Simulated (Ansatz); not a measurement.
# SiC (triplet): wB97M-V, B2PLYP over vertical spin and charge gaps, def2-QZVPP

How well do these functionals follow the top wave-function level for SiC (triplet) over vertical spin and charge gaps?

Method: def2-QZVPP, all electrons in the functionals, frozen cores in the correlation of double hybrids and RPA; program: Ansatz 0.2.0, Gaussian basis.

To be run: wB97M-V, B2PLYP, at charge 0, triplet; charge 0, singlet; charge 0, quintet; charge 1, doublet; charge 1, quartet.

2 further runs of the same task are left out: 2 set aside as unsound or not needed. Runs told in other sessions of the task aren't counted.

### 1 The system

The geometry is a PBE0/def2-TZVP stationary point (not a proven minimum).

2 atoms, charge 0, spin multiplicity 3.

Atoms are counted from 1 here; the program's logs count them from 0.

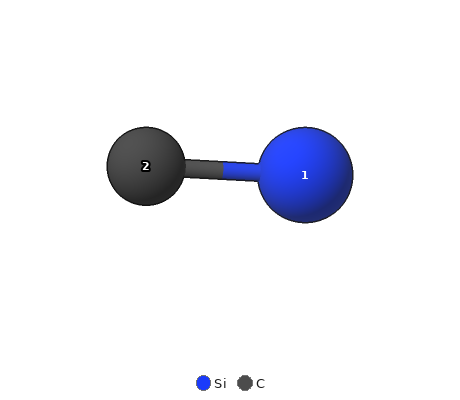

The geometry (silicon blue, carbon dark grey); atoms are numbered from 1 in the order of the file.

As a file:

```xyz
2

Si    0.00000    0.00000    0.00000
C     0.00000    0.00000    1.71000
```

No dispersion term is added; wB97M-V holds VV10 nonlocal correlation.

The geometry shown and the zero of energy belong to the point charge 0, triplet. The yardstick, UCCSD(T), and other wave-function levels (R restricted, U unrestricted, valence and pair active spaces) come from earlier runs.

### 2 wB97M-V, charge 0, triplet

File in.yaml:

```yaml
crystal:
  periodic: [false, false, false]
  atoms:
    - {symbol: Si, position_ang: [0.000000, 0.000000, 0.000000]}
    - {symbol: C, position_ang: [0.000000, 0.000000, 1.709998]}
basis:
  gaussian: {orbitals: "def2-QZVPP.json"}
magnetization: {spin_polarized: true, initial_magnetization: 2}
hamiltonian: {xc: {name: wB97M-V}}
output: {orbitals: {seedname: orbitals}}
```

Run with:

```console
$ ansatz run in.yaml --threads 1 --pin off --events-out ev --progress --plain --max-ram 2393MiB
```

The program printed (excerpt; [...] marks lines left out):

```text
Functional definition: wB97M-V
  name "wB97M-V"
  cite "Mardirossian & Head-Gordon, J. Chem. Phys. 144, 214110 (2016) doi:10.1063/1.4952647"
  cite "Becke, J. Chem. Phys. 107, 8554 (1997) doi:10.1063/1.475007"
  cite "Vydrov & Van Voorhis, J. Chem. Phys. 133, 244103 (2010) doi:10.1063/1.3521275"
  # Of w^i u^j: cxij and so on, Table III.
[...]
  gx(w, u) = 1 - cx + cx01*u + cx10*w
  gss(w, u) = css00 + css04*u^4 + css10*w + css20*w^2 + css43*w^4*u^3
  gos(w, u) = cos00 + cos10*w + (cos20 + cos21*u)*w^2 + (cos60 + cos61*u)*w^6
[...]
      + integral(e_c_pw_mod_opposite_spin*gos(b97_w_opposite, b97_u_opposite)) + vv10(b, c)
520 factors; their error is unknown
105 factors; integrals over basis functions are off by at most 1.2e-4 eV
[...]
mean field -8908.19833116 eV, -327.3702504766 hartree, gradient 9.3e-6 eV, S^2 2.041580; 1 other end points of the search recorded, 0 dependent functions left out
reference -8908.19836645 eV, -327.3702517734 hartree; 11, 9 occupied and 116, 118 virtual orbitals, 520 factors
Total energy: -8908.19836645 eV, -327.3702517734 hartree
```

Wall time 6 s (1 thread of AMD EPYC 9B45, shared host); peak memory 0.33 GiB.

From the report: ⟨S²⟩ of the determinant 2.042 (pure triplet: 2.00).

### 3 wB97M-V, charge 0, singlet

Changes to in.yaml since step 2:

```diff
@@ -7,3 +7,3 @@
   gaussian: {orbitals: "def2-QZVPP.json"}
-magnetization: {spin_polarized: true, initial_magnetization: 2}
+magnetization: {spin_polarized: true, initial_magnetization: 0}
 hamiltonian: {xc: {name: wB97M-V}}
```

The command is unchanged.

The program printed (excerpt; [...] marks lines left out):

```text
Functional definition: wB97M-V
  name "wB97M-V"
  cite "Mardirossian & Head-Gordon, J. Chem. Phys. 144, 214110 (2016) doi:10.1063/1.4952647"
  cite "Becke, J. Chem. Phys. 107, 8554 (1997) doi:10.1063/1.475007"
  cite "Vydrov & Van Voorhis, J. Chem. Phys. 133, 244103 (2010) doi:10.1063/1.3521275"
  # Of w^i u^j: cxij and so on, Table III.
[...]
  gx(w, u) = 1 - cx + cx01*u + cx10*w
  gss(w, u) = css00 + css04*u^4 + css10*w + css20*w^2 + css43*w^4*u^3
  gos(w, u) = cos00 + cos10*w + (cos20 + cos21*u)*w^2 + (cos60 + cos61*u)*w^6
[...]
      + integral(e_c_pw_mod_opposite_spin*gos(b97_w_opposite, b97_u_opposite)) + vv10(b, c)
520 factors; their error is unknown
105 factors; integrals over basis functions are off by at most 1.2e-4 eV
[...]
mean field -8907.77709529 eV, -327.3547703436 hartree, gradient 4.5e-6 eV, S^2 1.009263; 9 other end points of the search recorded, 0 dependent functions left out
reference -8907.77713059 eV, -327.3547716409 hartree; 10, 10 occupied and 117, 117 virtual orbitals, 520 factors
Total energy: -8907.77713059 eV, -327.3547716409 hartree
```

It took 16 s on 1 thread of AMD EPYC 9B45, shared host; peak memory 0.35 GiB.

From the report: ⟨S²⟩ of the determinant 1.009 (pure singlet: 0.00). The determinant of wB97M-V (⟨S²⟩ 1.01) is far from a pure spin state, so its energy mixes those of several spin states; that is harmless only where they are near-degenerate.

From charge 0, triplet: +40.6 kJ/mol.

### 4 wB97M-V, charge 0, quintet

Changes to in.yaml since step 3:

```diff
@@ -7,3 +7,3 @@
   gaussian: {orbitals: "def2-QZVPP.json"}
-magnetization: {spin_polarized: true, initial_magnetization: 0}
+magnetization: {spin_polarized: true, initial_magnetization: 4}
 hamiltonian: {xc: {name: wB97M-V}}
```

Launched as before.

The program printed (excerpt; [...] marks lines left out):

```text
Functional definition: wB97M-V
  name "wB97M-V"
  cite "Mardirossian & Head-Gordon, J. Chem. Phys. 144, 214110 (2016) doi:10.1063/1.4952647"
  cite "Becke, J. Chem. Phys. 107, 8554 (1997) doi:10.1063/1.475007"
  cite "Vydrov & Van Voorhis, J. Chem. Phys. 133, 244103 (2010) doi:10.1063/1.3521275"
  # Of w^i u^j: cxij and so on, Table III.
[...]
  gx(w, u) = 1 - cx + cx01*u + cx10*w
  gss(w, u) = css00 + css04*u^4 + css10*w + css20*w^2 + css43*w^4*u^3
  gos(w, u) = cos00 + cos10*w + (cos20 + cos21*u)*w^2 + (cos60 + cos61*u)*w^6
[...]
      + integral(e_c_pw_mod_opposite_spin*gos(b97_w_opposite, b97_u_opposite)) + vv10(b, c)
520 factors; their error is unknown
105 factors; integrals over basis functions are off by at most 1.2e-4 eV
[...]
mean field -8905.77116716 eV, -327.2810538448 hartree, gradient 3.3e-5 eV, S^2 6.003595; 0 other end points of the search recorded, 0 dependent functions left out
reference -8905.77120101 eV, -327.2810550886 hartree; 12, 8 occupied and 115, 119 virtual orbitals, 520 factors
Total energy: -8905.77120101 eV, -327.2810550886 hartree
```

Wall time 2.4 s (1 thread of AMD EPYC 9B45, shared host); peak memory 0.26 GiB.

From the report: ⟨S²⟩ of the determinant 6.004 (pure quintet: 6.00).

From charge 0, triplet: +234.2 kJ/mol.

### 5 wB97M-V, charge 1, doublet

Changes to in.yaml since step 4:

```diff
@@ -7,3 +7,4 @@
   gaussian: {orbitals: "def2-QZVPP.json"}
-magnetization: {spin_polarized: true, initial_magnetization: 4}
+total_charge: 1
+magnetization: {spin_polarized: true, initial_magnetization: 1}
 hamiltonian: {xc: {name: wB97M-V}}
```

Launched as before.

The program printed (excerpt; [...] marks lines left out):

```text
Functional definition: wB97M-V
  name "wB97M-V"
  cite "Mardirossian & Head-Gordon, J. Chem. Phys. 144, 214110 (2016) doi:10.1063/1.4952647"
  cite "Becke, J. Chem. Phys. 107, 8554 (1997) doi:10.1063/1.475007"
  cite "Vydrov & Van Voorhis, J. Chem. Phys. 133, 244103 (2010) doi:10.1063/1.3521275"
  # Of w^i u^j: cxij and so on, Table III.
[...]
  gx(w, u) = 1 - cx + cx01*u + cx10*w
  gss(w, u) = css00 + css04*u^4 + css10*w + css20*w^2 + css43*w^4*u^3
  gos(w, u) = cos00 + cos10*w + (cos20 + cos21*u)*w^2 + (cos60 + cos61*u)*w^6
[...]
      + integral(e_c_pw_mod_opposite_spin*gos(b97_w_opposite, b97_u_opposite)) + vv10(b, c)
520 factors; their error is unknown
105 factors; integrals over basis functions are off by at most 1.2e-4 eV
[...]
mean field -8898.52411963 eV, -327.0147297602 hartree, gradient 9.0e-6 eV, S^2 1.760983; 7 other end points of the search recorded, 0 dependent functions left out
reference -8898.52416009 eV, -327.0147312468 hartree; 10, 9 occupied and 117, 118 virtual orbitals, 520 factors
Total energy: -8898.52416009 eV, -327.0147312468 hartree
```

Wall time 24 s (1 thread of AMD EPYC 9B45, shared host); peak memory 0.34 GiB.

From the report: ⟨S²⟩ of the determinant 1.761 (pure doublet: 0.75). The determinant of wB97M-V (⟨S²⟩ 1.76) is far from a pure spin state, so its energy mixes those of several spin states; that is harmless only where they are near-degenerate.

From charge 0, triplet: +933.4 kJ/mol.

### 6 wB97M-V, charge 1, quartet

Changes to in.yaml since step 5:

```diff
@@ -8,3 +8,3 @@
 total_charge: 1
-magnetization: {spin_polarized: true, initial_magnetization: 1}
+magnetization: {spin_polarized: true, initial_magnetization: 3}
 hamiltonian: {xc: {name: wB97M-V}}
```

Same command.

The program printed (excerpt; [...] marks lines left out):

```text
Functional definition: wB97M-V
  name "wB97M-V"
  cite "Mardirossian & Head-Gordon, J. Chem. Phys. 144, 214110 (2016) doi:10.1063/1.4952647"
  cite "Becke, J. Chem. Phys. 107, 8554 (1997) doi:10.1063/1.475007"
  cite "Vydrov & Van Voorhis, J. Chem. Phys. 133, 244103 (2010) doi:10.1063/1.3521275"
  # Of w^i u^j: cxij and so on, Table III.
[...]
  gx(w, u) = 1 - cx + cx01*u + cx10*w
  gss(w, u) = css00 + css04*u^4 + css10*w + css20*w^2 + css43*w^4*u^3
  gos(w, u) = cos00 + cos10*w + (cos20 + cos21*u)*w^2 + (cos60 + cos61*u)*w^6
[...]
      + integral(e_c_pw_mod_opposite_spin*gos(b97_w_opposite, b97_u_opposite)) + vv10(b, c)
520 factors; their error is unknown
105 factors; integrals over basis functions are off by at most 1.2e-4 eV
[...]
mean field -8899.42615774 eV, -327.0478790494 hartree, gradient 4.2e-5 eV, S^2 3.751926; 0 other end points of the search recorded, 0 dependent functions left out
reference -8899.42619733 eV, -327.0478805040 hartree; 11, 8 occupied and 116, 119 virtual orbitals, 520 factors
Total energy: -8899.42619733 eV, -327.0478805040 hartree
```

Run time: 2.1 s. Hardware: 1 thread of AMD EPYC 9B45, shared host; peak memory 0.26 GiB.

From the report: ⟨S²⟩ of the determinant 3.752 (pure quartet: 3.75).

From charge 0, triplet: +846.4 kJ/mol.

### 7 B2PLYP, charge 0, triplet

File in.yaml:

```yaml
crystal:
  periodic: [false, false, false]
  atoms:
    - {symbol: Si, position_ang: [0.000000, 0.000000, 0.000000]}
    - {symbol: C, position_ang: [0.000000, 0.000000, 1.709998]}
basis:
  gaussian: {orbitals: "def2-QZVPP.json"}
magnetization: {spin_polarized: true, initial_magnetization: 2}
hamiltonian: {xc: {name: B2PLYP}}
correlation: {electrons: outside_noble_gas}
```

The command is unchanged.

The program printed (excerpt; [...] marks lines left out):

```text
Functional definition: B2PLYP
  name "B2PLYP"
  cite "Grimme, J. Chem. Phys. 124, 034108 (2006) doi:10.1063/1.2148954"
  cite "Becke, Phys. Rev. A 38, 3098 (1988) doi:10.1103/PhysRevA.38.3098"
  cite "Lee, Yang & Parr, Phys. Rev. B 37, 785 (1988) doi:10.1103/PhysRevB.37.785"
[...]
760 factors; integrals over basis functions are off by at most 9.5e-4 eV
[...]
mean field -8903.04050311 eV, -327.1807037917 hartree, gradient 4.4e-6 eV, S^2 2.145088; 4 other end points of the search recorded, 0 dependent functions left out
6 core orbitals not correlated: weight in the atoms' cores, before any rotation towards them, 1.000 or more for the frozen orbitals, at most 0.000 for the correlated occupied ones
reference -8903.04061496 eV, -327.1807079020 hartree; 5, 3 occupied and 116, 118 virtual orbitals, 760 factors
second order -7.10713079 eV of doubles, -0.00000000 eV of singles
Total energy: -8904.95954027 eV, -327.2512271065 hartree
```

Run time: 2.9 s. Hardware: 1 thread of AMD EPYC 9B45, shared host.

From the report: ⟨S²⟩ of the determinant 2.145 (pure triplet: 2.00).

### 8 B2PLYP, charge 0, singlet

Changes to in.yaml since step 7:

```diff
@@ -7,3 +7,3 @@
   gaussian: {orbitals: "def2-QZVPP.json"}
-magnetization: {spin_polarized: true, initial_magnetization: 2}
+magnetization: {spin_polarized: true, initial_magnetization: 0}
 hamiltonian: {xc: {name: B2PLYP}}
```

Launched as before.

The program printed (excerpt; [...] marks lines left out):

```text
Functional definition: B2PLYP
  name "B2PLYP"
  cite "Grimme, J. Chem. Phys. 124, 034108 (2006) doi:10.1063/1.2148954"
  cite "Becke, Phys. Rev. A 38, 3098 (1988) doi:10.1103/PhysRevA.38.3098"
  cite "Lee, Yang & Parr, Phys. Rev. B 37, 785 (1988) doi:10.1103/PhysRevB.37.785"
[...]
760 factors; integrals over basis functions are off by at most 9.5e-4 eV
[...]
mean field -8902.69745623 eV, -327.1680970514 hartree, gradient 2.1e-6 eV, S^2 1.076598; 16 other end points of the search recorded, 0 dependent functions left out
6 core orbitals not correlated: weight in the atoms' cores, before any rotation towards them, 1.000 or more for the frozen orbitals, at most 0.000 for the correlated occupied ones
reference -8902.69756733 eV, -327.1681011344 hartree; 4, 4 occupied and 117, 117 virtual orbitals, 760 factors
second order -7.24286698 eV of doubles, -0.00000000 eV of singles
Total energy: -8904.65314142 eV, -327.2399671564 hartree
```

It took 14 s on 1 thread of AMD EPYC 9B45, shared host; peak memory 0.27 GiB.

From the report: ⟨S²⟩ of the determinant 1.077 (pure singlet: 0.00). The determinant of B2PLYP (⟨S²⟩ 1.08) is far from a pure spin state, so its energy mixes those of several spin states; that is harmless only where they are near-degenerate.

From charge 0, triplet: +29.6 kJ/mol.

### 9 B2PLYP, charge 0, quintet

Changes to in.yaml since step 8:

```diff
@@ -7,3 +7,3 @@
   gaussian: {orbitals: "def2-QZVPP.json"}
-magnetization: {spin_polarized: true, initial_magnetization: 0}
+magnetization: {spin_polarized: true, initial_magnetization: 4}
 hamiltonian: {xc: {name: B2PLYP}}
```

Launched as before.

The program printed (excerpt; [...] marks lines left out):

```text
Functional definition: B2PLYP
  name "B2PLYP"
  cite "Grimme, J. Chem. Phys. 124, 034108 (2006) doi:10.1063/1.2148954"
  cite "Becke, Phys. Rev. A 38, 3098 (1988) doi:10.1103/PhysRevA.38.3098"
  cite "Lee, Yang & Parr, Phys. Rev. B 37, 785 (1988) doi:10.1103/PhysRevB.37.785"
[...]
760 factors; integrals over basis functions are off by at most 9.5e-4 eV
[...]
mean field -8901.00038405 eV, -327.1057307990 hartree, gradient 4.0e-6 eV, S^2 6.009803; 0 other end points of the search recorded, 0 dependent functions left out
6 core orbitals not correlated: weight in the atoms' cores, before any rotation towards them, 1.000 or more for the frozen orbitals, at most 0.000 for the correlated occupied ones
reference -8901.00049652 eV, -327.1057349323 hartree; 6, 2 occupied and 115, 119 virtual orbitals, 760 factors
second order -5.58982726 eV of doubles, -0.00000000 eV of singles
Total energy: -8902.50974988 eV, -327.1611989703 hartree
```

Run time: 1.6 s. Hardware: 1 thread of AMD EPYC 9B45, shared host.

From the report: ⟨S²⟩ of the determinant 6.010 (pure quintet: 6.00).

From charge 0, triplet: +236.4 kJ/mol.

### 10 B2PLYP, charge 1, doublet

Changes to in.yaml since step 9:

```diff
@@ -7,3 +7,4 @@
   gaussian: {orbitals: "def2-QZVPP.json"}
-magnetization: {spin_polarized: true, initial_magnetization: 4}
+total_charge: 1
+magnetization: {spin_polarized: true, initial_magnetization: 1}
 hamiltonian: {xc: {name: B2PLYP}}
```

The command is unchanged.

The program printed (excerpt; [...] marks lines left out):

```text
Functional definition: B2PLYP
  name "B2PLYP"
  cite "Grimme, J. Chem. Phys. 124, 034108 (2006) doi:10.1063/1.2148954"
  cite "Becke, Phys. Rev. A 38, 3098 (1988) doi:10.1103/PhysRevA.38.3098"
  cite "Lee, Yang & Parr, Phys. Rev. B 37, 785 (1988) doi:10.1103/PhysRevB.37.785"
[...]
760 factors; integrals over basis functions are off by at most 9.5e-4 eV
[...]
mean field -8893.94201823 eV, -326.8463406397 hartree, gradient 4.8e-6 eV, S^2 1.840940; 11 other end points of the search recorded, 0 dependent functions left out
6 core orbitals not correlated: weight in the atoms' cores, before any rotation towards them, 1.000 or more for the frozen orbitals, at most 0.000 for the correlated occupied ones
reference -8893.94213940 eV, -326.8463450924 hartree; 4, 3 occupied and 117, 118 virtual orbitals, 760 factors
second order -5.10119561 eV of doubles, -0.00000000 eV of singles
Total energy: -8895.31946221 eV, -326.8969607722 hartree
```

Run time: 13 s. Hardware: 1 thread of AMD EPYC 9B45, shared host; peak memory 0.31 GiB.

From the report: ⟨S²⟩ of the determinant 1.841 (pure doublet: 0.75). The determinant of B2PLYP (⟨S²⟩ 1.84) is far from a pure spin state, so its energy mixes those of several spin states; that is harmless only where they are near-degenerate.

From charge 0, triplet: +930.1 kJ/mol.

### 11 B2PLYP, charge 1, quartet

Changes to in.yaml since step 10:

```diff
@@ -8,3 +8,3 @@
 total_charge: 1
-magnetization: {spin_polarized: true, initial_magnetization: 1}
+magnetization: {spin_polarized: true, initial_magnetization: 3}
 hamiltonian: {xc: {name: B2PLYP}}
```

Launched as before.

The program printed (excerpt; [...] marks lines left out):

```text
Functional definition: B2PLYP
  name "B2PLYP"
  cite "Grimme, J. Chem. Phys. 124, 034108 (2006) doi:10.1063/1.2148954"
  cite "Becke, Phys. Rev. A 38, 3098 (1988) doi:10.1103/PhysRevA.38.3098"
  cite "Lee, Yang & Parr, Phys. Rev. B 37, 785 (1988) doi:10.1103/PhysRevB.37.785"
[...]
760 factors; integrals over basis functions are off by at most 9.5e-4 eV
[...]
mean field -8894.59755225 eV, -326.8704310705 hartree, gradient 4.1e-6 eV, S^2 3.752731; 0 other end points of the search recorded, 0 dependent functions left out
6 core orbitals not correlated: weight in the atoms' cores, before any rotation towards them, 1.000 or more for the frozen orbitals, at most 0.000 for the correlated occupied ones
reference -8894.59767422 eV, -326.8704355529 hartree; 5, 2 occupied and 116, 119 virtual orbitals, 760 factors
second order -5.21994556 eV of doubles, -0.00000000 eV of singles
Total energy: -8896.00705953 eV, -326.9222295074 hartree
```

Wall time 1.4 s (1 thread of AMD EPYC 9B45, shared host).

From the report: ⟨S²⟩ of the determinant 3.753 (pure quartet: 3.75).

From charge 0, triplet: +863.8 kJ/mol.

### 12 Against the wave-function levels

No level is safe as a reference over these points; UCCSD(T) serves as a yardstick only. It comes from earlier runs at the same points. Energies in kJ/mol, counted from charge 0, triplet; blanks weren't run or aren't comparable.

| level | triplet to singlet | triplet to quintet | ionisation to the doublet cation | ionisation to the quartet cation |
| --- | --- | --- | --- | --- |
| UCCSD(T) |  | 233.2 | 925.7 | 867.5 |
| wB97M-V | 40.6 | 234.2 | 933.4 | 846.4 |
| B2PLYP | 29.6 | 236.4 | 930.1 | 863.8 |

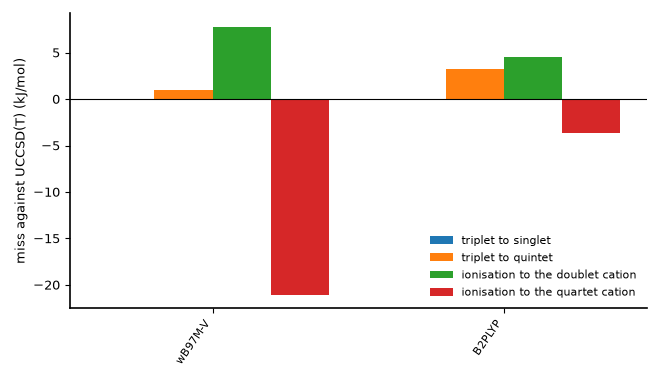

Misses of the gaps against UCCSD(T).

Largest miss and mean time a point (UCCSD(T) took 9.8 s a point; shared hosts):

| level | largest miss (kJ/mol) | where | time a point |
| --- | --- | --- | --- |
| wB97M-V | -21.1 | ionisation to the quartet cation | 10 s |
| B2PLYP | +4.5 | ionisation to the doublet cation | 6.4 s |

### 13 Summary of results

```
                                  quantity                                            value
              triplet to quintet, UCCSD(T)                                     233.2 kJ/mol
ionisation to the doublet cation, UCCSD(T)                                     925.7 kJ/mol
ionisation to the quartet cation, UCCSD(T)                                     867.5 kJ/mol
                     largest miss, wB97M-V  -21.1 kJ/mol (ionisation to the quartet cation)
                      largest miss, B2PLYP   +4.5 kJ/mol (ionisation to the doublet cation)
```

**Reading.** Misses are known at 3 of 4 points at best, and only functionals with that many are ranked. Of the functionals, B2PLYP keep the smallest largest miss at the points compared (at most 4.5 kJ/mol) and wB97M-V strays most (21.1 kJ/mol, at ionisation to the quartet cation). wB97M-V, B2PLYP clearly break the spin symmetry at some points (⟨S²⟩ up to 1.09 above the pure value), so energy there is bought with a mixed spin. Functionals and the yardstick converge differently with the basis, so part of each miss in def2-QZVPP is the basis. The yardstick itself may be off where one determinant is a poor start.
